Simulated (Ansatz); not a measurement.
# A hypothetical structure for LiNb3

This structure for LiNb3 is made up. Its elements were placed in a known structure type with a cell scaled to their sizes. What cell does the guess relax to, and how far off was it?

Program: Ansatz 0.2.0. Level of theory: DFT, PBE, plane-wave PAW, files of the set soft_1, scalar-relativistic, no spin, cell and ions relaxed at zero pressure; PAW set soft_1, in the first sound run; inputs show where later runs differ. Results are calculated unless marked as measured.

### 1. Starting point

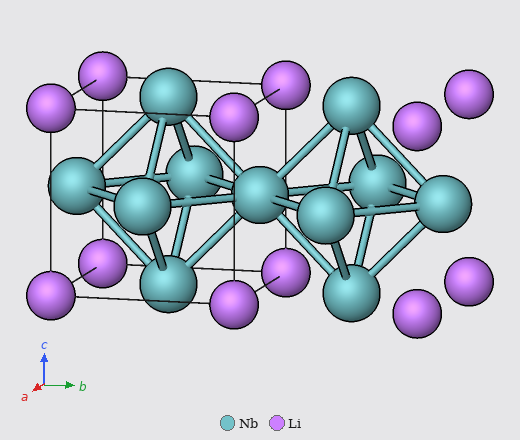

The cell as given, slightly off an axis (niobium teal, lithium purple). 1×2×1 cells are drawn. Some periodic images of atoms are drawn too.

### 2. Relaxation of the guess

The guessed cell has no reason to be at equilibrium. It is relaxed with the atoms, within the space group of the guess.

File input.yaml:

```yaml
crystal:
  lattice:
    - [4.218, 0.0, 0.0]
    - [0.0, 4.218, 0.0]
    - [0.0, 0.0, 4.218]
  atoms:
    - { symbol: Nb, position: [0.0, 0.5, 0.5] }
    - { symbol: Nb, position: [0.5, 0.0, 0.5] }
    - { symbol: Nb, position: [0.5, 0.5, 0.0] }
    - { symbol: Li, position: [0.0, 0.0, 0.0] }
kpoints:
  mp_grid: { grid: [6, 6, 6] }
scf:
  occupations: { method: fermi_dirac, width: 0.05 }
hamiltonian:
  xc: pbe
  pseudopotentials: { kind: paw, azcp: { folder: soft_1 } }
relax:
  f_tol: 0.015
  max_steps: 70
  cell: {}
output:
  forces: true
  stress: true
```

Command:

```sh
$ ansatz run input.yaml --threads 4 --pin off --max-ram 8192MiB --backend cpu --events-out ev --progress --plain --runs-dir out
```

Numbers of over 12 decimals in the logs are rounded to 6 here.

Log:

```text
Engine: ansatz 0.2.0, aarch64-unknown-linux-gnu
Pseudopotentials: kind: paw
Pseudopotential: Nb, paw, valence charge 13, recommended cutoff 420 eV (normal), soft_1/Nb.paw.azcp
Pseudopotential: Li, paw, valence charge 3, recommended cutoff 420 eV (normal), soft_1/Li.paw.azcp
Functional definition: PBE
  parameter kappa = 0.804
  parameter beta = 0.066725
  exchange = pbe_x(kappa = kappa, mu = beta*pi^2/3)
  correlation = pbe_c(beta = beta)
Crystal: 4 atoms, lattice volume = 75.045 Å³
Basis set: ecut = 420 eV, 1419 PW (Γ), exchange–correlation on 60×60×60 points (8 copies of the dense FFT grid, shifted against one another)
Bands: 26, of which v1, the nominal top of the filled ones, is band 21 counted from 1 (20 counted from 0)
Symmetry: 48 space group operations
Space group: Pm-3m (ITA 221), of the structure as read, at distance tolerance 4.2e-5 Å
k-points: 20 of 216
Non-local potential: Nb, projectors of the file, l = 0: 3, l = 1: 2, l = 2: 2, l = 3: 1
Non-local potential: Li, projectors of the file, l = 0: 3, l = 1: 2, l = 2: 1
PAW form: soft (Blöchl's): semilocal exchange-correlation on the pseudo side does not see the compensation charge
PAW one-centre angular grid: Nb, 590 points (default); XC on 64 Gauss nodes
PAW one-centre angular grid: Li, 110 points (default); XC on 96 Gauss nodes
Initial density: superposition of atomic densities (chi_scale 0.1, normalization cell, long waves kept (reshape's long-wave potential 0.00 eV rms))
Initial wavefunctions: pseudopotential atomic-orbital guess
Functional: x = pbe(κ = 0.804, μ = 0.219515), c = pbe(β = 0.066725)
SCF iter   1: F=—  HF=-13862.560772 eV  |F-HF|=—  |Δ(HF+E_count)|=         —  Δρ=8.11e-2  dr2=8.02e0  ethr=3.10e-3  ⟨swp⟩=4.8  Hψ=1914  notcnv=0
preconditioner: auto → Kerker (q_TF=auto, 2.477 Å⁻¹)  [metal: Δε(μ)=0.097 eV  Ē_g=3.407 eV  σ=0.050 eV  W_gap=0.43  n_scr=18 (ndim 8)  ℏωp=17.1 eV  f_vac=0.000  D(μ)=3.44/eV (n_scr^D=26)]
SCF iter   2: F=—  HF=-13860.561451 eV  |F-HF|=—  |Δ(HF+E_count)|=    2.00e0  Δρ=4.19e-2  dr2=2.02e0  ethr=3.10e-3  ⟨swp⟩=2.2  Hψ=1067  notcnv=0  defer=2
SCF iter   3: F=—  HF=-13859.999817 eV  |F-HF|=—  |Δ(HF+E_count)|=   5.62e-1  Δρ=7.28e-3  dr2=3.10e-2  ethr=3.10e-3  ⟨swp⟩=3.1  Hψ=1023  notcnv=0  defer=2
SCF iter   4: F=—  HF=-13859.998642 eV  |F-HF|=—  |Δ(HF+E_count)|=   1.17e-3  Δρ=1.28e-3  dr2=2.28e-3  ethr=7.38e-5  ⟨swp⟩=3.0  Hψ=1146  notcnv=0  defer=2
SCF iter   5: F=—  HF=-13859.998345 eV  |F-HF|=—  |Δ(HF+E_count)|=   2.97e-4  Δρ=4.64e-4  dr2=1.95e-4  ethr=5.43e-6  ⟨swp⟩=2.0  Hψ=654  notcnv=0  defer=2
SCF iter   6: F=—  HF=-13859.998304 eV  |F-HF|=—  |Δ(HF+E_count)|=   4.03e-5  Δρ=1.21e-4  dr2=1.21e-5  ethr=4.65e-7  ⟨swp⟩=2.0  Hψ=794  notcnv=0  defer=2
SCF iter   7: F=—  HF=-13859.998301 eV  |F-HF|=—  |Δ(HF+E_count)|=   3.72e-6  Δρ=2.35e-5  dr2=2.63e-7  ethr=2.89e-8  ⟨swp⟩=2.0  Hψ=871  notcnv=0  defer=2
SCF iter   8: F=-13859.998301 eV  HF=-13859.998301 eV  |F-HF|=3.86e-9  |Δ(HF+E_count)|=   3.71e-8  Δρ=4.28e-6  dr2=1.71e-8  ethr=2.38e-10  ⟨swp⟩=4.0  Hψ=1579  notcnv=0
SCF 1 converged in 8 iterations: F = -13859.998301 eV  dr2 = 1.71e-8
  greatest PAW one-centre occupation: 1.000 electrons in one spin orbital (limit 2), on the Li atom at site 3 (counted from 0), in its partial waves of l = 0
relax step   1: F+E_penalty+E_count = -13859.99830078 eV  Δ(F+E_penalty+E_count) = +0.000e0 eV  max|allowed force component| = 1.307e-28 eV/Å  Δτ_max = 0.0000 Å  P = -9.764 GPa  Ω = 75.045 Å³  (8 SCF iters, dr2 threshold 1.00e-7 eV, accepted)
Crystal: 4 atoms, lattice volume = 64.596 Å³
Basis set: ecut = 420 eV, 1237 PW (Γ), exchange–correlation on 60×60×60 points (8 copies of the dense FFT grid, shifted against one another)
Initial density: handed on by an earlier stage of this run
Initial wavefunctions: those handed on with the density
iter 1 solved again at ethr=5.88e-5 eV; its pass at ethr=3.10e-3 eV (dr2=2.47e-2 eV) is discarded
SCF iter   1: F=—  HF=-13860.140830 eV  |F-HF|=—  |Δ(HF+E_count)|=         —  Δρ=5.87e-3  dr2=2.48e-2  ethr=5.88e-5  ⟨swp⟩=1.0  Hψ=2786  notcnv=0
preconditioner: auto → Kerker (q_TF=auto, 2.539 Å⁻¹)  [metal: Δε(μ)=0.087 eV  Ē_g=3.490 eV  σ=0.050 eV  W_gap=0.40  n_scr=18 (ndim 8)  ℏωp=18.5 eV  f_vac=0.000  D(μ)=4.51/eV (n_scr^D=56)]
SCF iter   2: F=—  HF=-13860.138342 eV  |F-HF|=—  |Δ(HF+E_count)|=   2.49e-3  Δρ=3.70e-3  dr2=1.04e-2  ethr=5.88e-5  ⟨swp⟩=1.1  Hψ=522  notcnv=0
SCF iter   3: F=—  HF=-13860.136903 eV  |F-HF|=—  |Δ(HF+E_count)|=   1.44e-3  Δρ=4.28e-4  dr2=1.95e-4  ethr=2.47e-5  ⟨swp⟩=2.0  Hψ=674  notcnv=0
SCF iter   4: F=—  HF=-13860.136893 eV  |F-HF|=—  |Δ(HF+E_count)|=   1.07e-5  Δρ=1.35e-4  dr2=1.33e-5  ethr=4.65e-7  ⟨swp⟩=2.4  Hψ=765  notcnv=0
SCF iter   5: F=—  HF=-13860.136892 eV  |F-HF|=—  |Δ(HF+E_count)|=   9.84e-7  Δρ=3.63e-5  dr2=8.85e-7  ethr=3.16e-8  ⟨swp⟩=2.1  Hψ=786  notcnv=0
SCF iter   6: F=-13860.136892 eV  HF=-13860.136892 eV  |F-HF|=5.12e-9  |Δ(HF+E_count)|=   6.21e-8  Δρ=4.74e-6  dr2=1.72e-8  ethr=9.52e-10  ⟨swp⟩=4.0  Hψ=1551  notcnv=0
SCF 2 converged in 6 iterations: F = -13860.136892 eV  dr2 = 1.72e-8
relax step   2: F+E_penalty+E_count = -13860.13689161 eV  Δ(F+E_penalty+E_count) = -1.386e-1 eV  max|allowed force component| = 1.811e-29 eV/Å  Δτ_max = 0.0000 Å  P = +7.738 GPa  Ω = 64.596 Å³  energy of the carried Pulay correction = +1.058e-3 eV  (6 SCF iters, dr2 threshold 4.00e-7 eV, accepted)
Crystal: 4 atoms, lattice volume = 68.833 Å³
Basis set: ecut = 420 eV, 1357 PW (Γ), exchange–correlation on 60×60×60 points (8 copies of the dense FFT grid, shifted against one another)
iter 1 solved again at ethr=9.57e-6 eV; its pass at ethr=3.10e-3 eV (dr2=4.02e-3 eV) is discarded
SCF iter   1: F=—  HF=-13860.219912 eV  |F-HF|=—  |Δ(HF+E_count)|=         —  Δρ=2.43e-3  dr2=4.01e-3  ethr=9.57e-6  ⟨swp⟩=1.0  Hψ=2684  notcnv=0
preconditioner: auto → Kerker (q_TF=auto, 2.513 Å⁻¹)  [metal: Δε(μ)=0.050 eV  Ē_g=3.264 eV  σ=0.050 eV  W_gap=0.25  n_scr=18 (ndim 8)  ℏωp=17.9 eV  f_vac=0.000  D(μ)=5.58/eV (n_scr^D=80)]
SCF iter   2: F=—  HF=-13860.219789 eV  |F-HF|=—  |Δ(HF+E_count)|=   1.23e-4  Δρ=1.53e-3  dr2=1.73e-3  ethr=9.55e-6  ⟨swp⟩=1.0  Hψ=520  notcnv=0
SCF iter   3: F=—  HF=-13860.219633 eV  |F-HF|=—  |Δ(HF+E_count)|=   1.56e-4  Δρ=1.71e-4  dr2=3.19e-5  ethr=4.12e-6  ⟨swp⟩=2.0  Hψ=640  notcnv=0
SCF iter   4: F=—  HF=-13860.219630 eV  |F-HF|=—  |Δ(HF+E_count)|=   2.47e-6  Δρ=4.80e-5  dr2=1.89e-6  ethr=7.60e-8  ⟨swp⟩=2.0  Hψ=876  notcnv=0
iter 5 did not close the SCF: its close was put off for the readings that it lacked (scf_convergence_deferred on its scf_iter line)
SCF iter   5: F=-13860.219630 eV  HF=-13860.219630 eV  |F-HF|=3.10e-8  |Δ(HF+E_count)|=   1.25e-7  Δρ=1.50e-5  dr2=1.64e-7  ethr=4.51e-9  ⟨swp⟩=2.0  Hψ=841  notcnv=0
SCF iter   6: F=-13860.219630 eV  HF=-13860.219630 eV  |F-HF|=2.83e-9  |Δ(HF+E_count)|=   1.05e-8  Δρ=2.81e-6  dr2=7.27e-9  ethr=3.90e-10  ⟨swp⟩=2.0  Hψ=1664  notcnv=0
SCF 3 converged in 6 iterations: F = -13860.219630 eV  dr2 = 7.27e-9
relax step   3: F+E_penalty+E_count = -13860.21963001 eV  Δ(F+E_penalty+E_count) = -8.274e-2 eV  max|allowed force component| = 1.489e-29 eV/Å  Δτ_max = 0.0000 Å  P = -0.987 GPa  Ω = 68.833 Å³  energy of the carried Pulay correction = +6.105e-4 eV  (6 SCF iters, dr2 threshold 4.00e-7 eV, accepted)
Crystal: 4 atoms, lattice volume = 68.305 Å³
iter 1 solved again at ethr=1.62e-7 eV; its pass at ethr=3.10e-3 eV (dr2=6.79e-5 eV) is discarded
SCF iter   1: F=—  HF=-13860.221399 eV  |F-HF|=—  |Δ(HF+E_count)|=         —  Δρ=2.98e-4  dr2=6.72e-5  ethr=1.62e-7  ⟨swp⟩=2.0  Hψ=2692  notcnv=0
preconditioner: auto → Kerker (q_TF=auto, 2.516 Å⁻¹)  [metal: Δε(μ)=0.061 eV  Ē_g=3.293 eV  σ=0.050 eV  W_gap=0.29  n_scr=18 (ndim 8)  ℏωp=18.0 eV  f_vac=0.000  D(μ)=5.35/eV (n_scr^D=80)]
SCF iter   2: F=—  HF=-13860.221397 eV  |F-HF|=—  |Δ(HF+E_count)|=   2.01e-6  Δρ=1.88e-4  dr2=2.85e-5  ethr=1.60e-7  ⟨swp⟩=1.0  Hψ=520  notcnv=0
SCF iter   3: F=—  HF=-13860.221393 eV  |F-HF|=—  |Δ(HF+E_count)|=   3.64e-6  Δρ=2.24e-5  dr2=6.01e-7  ethr=6.78e-8  ⟨swp⟩=2.0  Hψ=659  notcnv=0
iter 4 did not close the SCF: its close was put off for the readings that it lacked (scf_convergence_deferred on its scf_iter line)
SCF iter   4: F=-13860.221393 eV  HF=-13860.221393 eV  |F-HF|=7.62e-9  |Δ(HF+E_count)|=   1.19e-7  Δρ=6.73e-6  dr2=3.57e-8  ethr=1.43e-9  ⟨swp⟩=2.0  Hψ=866  notcnv=0
iter 5 did not close the SCF: its close was put off for the readings that it lacked (scf_convergence_deferred on its scf_iter line)
SCF iter   5: F=-13860.221393 eV  HF=-13860.221393 eV  |F-HF|=5.17e-10  |Δ(HF+E_count)|=   1.79e-9  Δρ=2.19e-6  dr2=3.54e-9  ethr=8.49e-11  ⟨swp⟩=2.0  Hψ=767  notcnv=0
SCF iter   6: F=-13860.221393 eV  HF=-13860.221393 eV  |F-HF|=2.55e-11  |Δ(HF+E_count)|=  1.67e-10  Δρ=2.73e-7  dr2=7.18e-11  ethr=8.44e-12  ⟨swp⟩=1.0  Hψ=1458  notcnv=0
SCF 4 converged in 6 iterations: F = -13860.221393 eV  dr2 = 7.18e-11
relax step   4: F+E_penalty+E_count = -13860.22139323 eV  Δ(F+E_penalty+E_count) = -1.763e-3 eV  max|allowed force component| = 3.866e-30 eV/Å  Δτ_max = 0.0000 Å  P = -0.045 GPa  Ω = 68.305 Å³  energy of the carried Pulay correction = +6.648e-4 eV  (6 SCF iters, dr2 threshold 4.00e-7 eV, accepted)
Initial wavefunctions: pseudopotential atomic-orbital guess (no wavefunctions were taken with the density)
iter 1 solved again at ethr=2.36e-8 eV; its pass at ethr=3.10e-3 eV (dr2=9.89e-6 eV) is discarded
SCF iter   1: F=—  HF=-13860.220784 eV  |F-HF|=—  |Δ(HF+E_count)|=         —  Δρ=1.08e-4  dr2=1.01e-6  ethr=2.36e-8  ⟨swp⟩=3.2  Hψ=3410  notcnv=0
preconditioner: auto → Kerker (q_TF=auto, 2.516 Å⁻¹)  [metal: Δε(μ)=0.060 eV  Ē_g=3.292 eV  σ=0.050 eV  W_gap=0.29  n_scr=18 (ndim 8)  ℏωp=18.0 eV  f_vac=0.000  D(μ)=5.37/eV (n_scr^D=80)]
SCF iter   2: F=—  HF=-13860.220789 eV  |F-HF|=—  |Δ(HF+E_count)|=   4.78e-6  Δρ=5.71e-5  dr2=2.76e-7  ethr=2.41e-9  ⟨swp⟩=1.7  Hψ=774  notcnv=0
SCF iter   3: F=—  HF=-13860.220789 eV  |F-HF|=—  |Δ(HF+E_count)|=   3.55e-7  Δρ=2.53e-6  dr2=1.13e-9  ethr=6.56e-10  ⟨swp⟩=2.0  Hψ=923  notcnv=0
SCF iter   4: F=—  HF=-13860.220789 eV  |F-HF|=—  |Δ(HF+E_count)|=  9.84e-10  Δρ=3.85e-7  dr2=6.84e-11  ethr=2.70e-12  ⟨swp⟩=2.2  Hψ=730  notcnv=0
iter 5 did not close the SCF: its close was put off for the readings that it lacked (scf_convergence_deferred on its scf_iter line)
SCF iter   5: F=-13860.220789 eV  HF=-13860.220789 eV  |F-HF|=3.64e-12  |Δ(HF+E_count)|=  7.28e-12  Δρ=5.54e-8  dr2=1.50e-12  ethr=1.00e-12  ⟨swp⟩=1.0  Hψ=520  notcnv=0
SCF iter   6: F=-13860.220789 eV  HF=-13860.220789 eV  |F-HF|=3.64e-12  |Δ(HF+E_count)|=  7.28e-12  Δρ=1.21e-8  dr2=1.23e-13  ethr=1.00e-12  ⟨swp⟩=2.0  Hψ=1515  notcnv=0
SCF 5 converged in 6 iterations: F = -13860.220789 eV  dr2 = 1.23e-13
relax step   5: F+E_penalty+E_count = -13860.22078948 eV  Δ(F+E_penalty+E_count) = +6.037e-4 eV  max|allowed force component| = 8.312e-30 eV/Å  Δτ_max = 0.0000 Å  P = -0.049 GPa  Ω = 68.305 Å³  stress off target by 4.94e-2 GPa  SCF on the basis re-selected at this cell (its energy is not comparable with the rows above)  (6 SCF iters)
basis re-selected at this cell: Δ(F+E_penalty+E_count) = +6.037e-4 eV, ΔP = -0.004 GPa vs the last step (what re-selecting the basis moved, of the pressure what is left beyond the Pulay correction that the steps carried, after the strain that the cell walked since its last selection, with what the two solves' SCF thresholds leave and, on support functions, any second-order correction that the steps lacked; it is no m [...]
SCF converged after 6 iterations
Free energy (F): -13860.220789 eV
Harris-Foulkes:  -13860.220789 eV  (|F-HF|=3.64e-12)
Internal energy: -13860.178402 eV  (E = F + TS)
E sigma→0 (E₀):  -13860.199596 eV
Entropy (-TS):   -0.042387 eV (-10.597 meV/atom)
Fermi energy:    14.575730 eV
--- Per-component energies (eV) ---
  E_band       = -383.476472
  E_kinetic    = 1134.712193
  E_local      = -2452.203096  (includes V_loc(G=0)·N_el)
  E_nonlocal   = 267.611660
  E_hartree    = 824.835663
  E_xc         = -504.794385
  E_vxc        = -611.729671  (∫ρ·V_xc dr)
  E_paw        = -9271.241358  (= ΣΔE_a)
  E_vpaw       = -371.539282  (= ΣTr[D̂ρ^β])
  E_aug_tail   = 0.000388  (compensation charges beyond the density's cutoff)
  E_ewald      = -3859.099467
  E_smearing   = -0.042387  (= −TS)
  E_closure    = 0.000000  (closes the sum)
  Σ components = -13860.220789   (vs F -13860.220789, Δ=0.00e0)
--- Forces (eV/Å), atoms counted from 1 ---
  atom   1  Nb    -0.00000000    -0.00000000     0.00000000
  atom   2  Nb    -0.00000000    -0.00000000    -0.00000000
  atom   3  Nb    -0.00000000    -0.00000000     0.00000000
  atom   4  Li    -0.00000000     0.00000000    -0.00000000
  max |Σ_I F_I| component: 1.72e-29 eV/Å
--- Stress (GPa, compression-positive) ---
       -0.049355       0.000000       0.000000
        0.000000      -0.049355       0.000000
       -0.000000       0.000000      -0.049355
  P = ⅓ Tr σ = -0.0494 GPa (-0.494 kbar)
--- Relaxed structure (4 steps of the walk, 4 accepted, 1 SCFs on fresh bases) ---
  F+E_penalty+E_count = -13860.22078948 eV   max|allowed force component| = 8.312e-30 eV/Å   (the final SCF, on the basis selected at the relaxed cell)
  cell:  # Å, volume = 68.3052 Å³
    - [4.087753, 0, 0]
    - [0, 4.087753, 0]
    - [0, 0, 4.087753]
  atoms:
    - { symbol: Nb, position: [0, 0.5, 0.5] }
    - { symbol: Nb, position: [0.5, 0, 0.5] }
    - { symbol: Nb, position: [0.5, 0.5, 0] }
    - { symbol: Li, position: [0, 0, 0] }
```

The job ended after 2.5 s (4 threads of Arm Neoverse V2, shared host; peak memory 0.36 GiB; 8.4 s of CPU time).

The steps of the relaxation:

| step | energy less that of the first step (eV) | largest force component (eV/Å) | pressure (GPa) | volume (Å³) |
| --- | --- | --- | --- | --- |
| 1 | 0.0000 | 0.0000 | -9.76 | 75.04 |
| 2 | -0.1386 | 0.0000 | 7.74 | 64.60 |
| 3 | -0.2213 | 0.0000 | -0.99 | 68.83 |
| 4 | -0.2231 | 0.0000 | -0.05 | 68.31 |
| 5* | -0.2225 | 0.0000 | -0.05 | 68.31 |

Relaxation steps marked * repeat the geometry before them on a plane-wave basis chosen anew for their cell, so energy and pressure can jump there.

The run keeps the 48 symmetry operations that it works with, so distortions that break them were not tested.

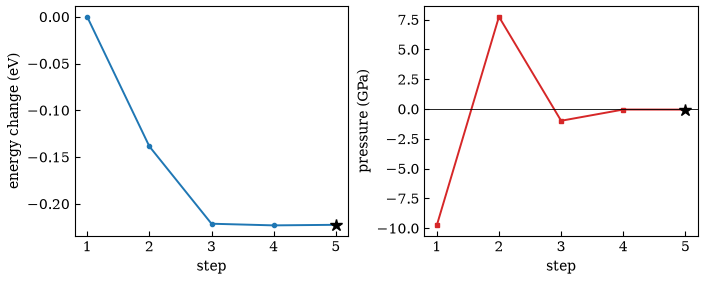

Energy and pressure along the relaxation. Stars mark steps on a basis chosen anew.

| conventional cell, symmetrised | before | after | change |
| --- | --- | --- | --- |
| a (Å) | 4.218 | 4.088 | -3.1 % |
| b (Å) | 4.218 | 4.088 | -3.1 % |
| c (Å) | 4.218 | 4.088 | -3.1 % |
| volume (Å³/atom) | 18.76 | 17.08 | -9.0 % |

Final coordinates:

```xyz
4
Lattice="4.0878 0.0000 0.0000 0.0000 4.0878 0.0000 0.0000 0.0000 4.0878" Properties=species:S:1:pos:R:3 pbc="T T T"
Nb    0.0000    2.0439    2.0439
Nb    2.0439    0.0000    2.0439
Nb    2.0439    2.0439    0.0000
Li    0.0000    0.0000    0.0000
```

This step gave:

* free energy: -13860.2208 eV
* energy at zero smearing: -13860.1996 eV
* smearing term TS: 0.04239 eV
* Fermi energy: 14.58 eV
* electrons: 42
* symmetry operations: 48
* pressure: -0.04935 GPa

The shortest distance of each pair, which need not be the same contact before and after:

| pair | guess (Å) | relaxed (Å) |
| --- | --- | --- |
| Nb–Nb | 2.983 | 2.890 |
| Li–Nb | 2.983 | 2.890 |
| Li–Li | 4.218 | 4.088 |

The relaxation ends with a pressure of -0.05 GPa.

(Continued in part 2 of 2.)

[Logs are printed without paths, hosts, clocks, repeated set-up lines and the standing remarks that a program may print on its own settings, such as how far it seeks lower states.]

[Hosts, paths, dates, database ids (printed as entryN), source tags and the programs' standing remarks are cut or masked in the printed files.]
